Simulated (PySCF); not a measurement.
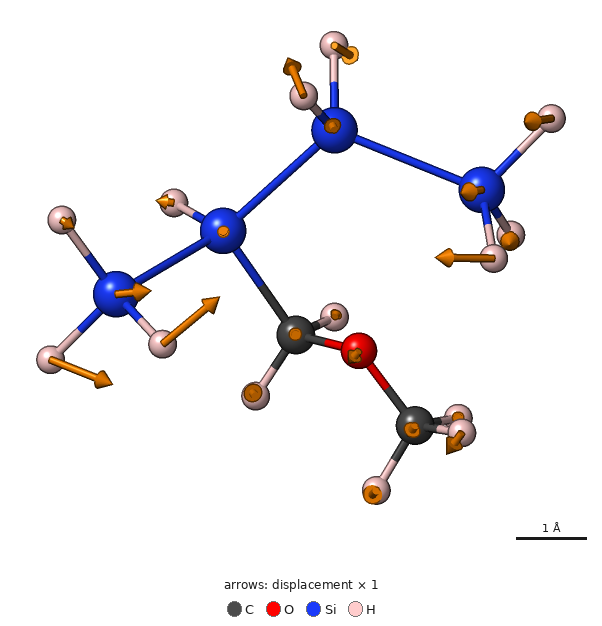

This is a relaxation of C2H14OSi4. The starting structure is drawn; orange arrows show the displacements, at their true length. The two geometries are superimposed by the best rigid fit.

The picture is a ball-and-stick view, seen at a tilt.

The start comes from GFN2-xTB. Its atoms were then displaced at random by about 0.01 Å.

Computed with PBE0-D3(BJ)/def2-SVP geometry optimisation, gas phase in PySCF. 

Q: Describe the change and its energy.

A: After 17 geometry steps the energy has fallen by 0.361 eV. An H atom moves most after the best rigid fit: 1.16 Å. By element the largest moves are H 1.16 Å, Si 0.59 Å, C 0.34 Å, O 0.31 Å. Among the contacts that change: C–Si 1.959 → 1.909 Å, Si–Si 2.304 → 2.347 Å, H–Si 1.463 → 1.497 Å, C–H 1.079 → 1.109 Å. Among the angles between lasting bonds that change: Si–Si–Si 120.3° → 108.2°, C–Si–H 100.4° → 110.3°, Si–Si–Si 115.4° → 107.7°. Groups turn about Si–Si by about 30°, Si–Si by about 25°. Cost: 9.5 min on 1 thread of Arm Neoverse N1, on a shared host.
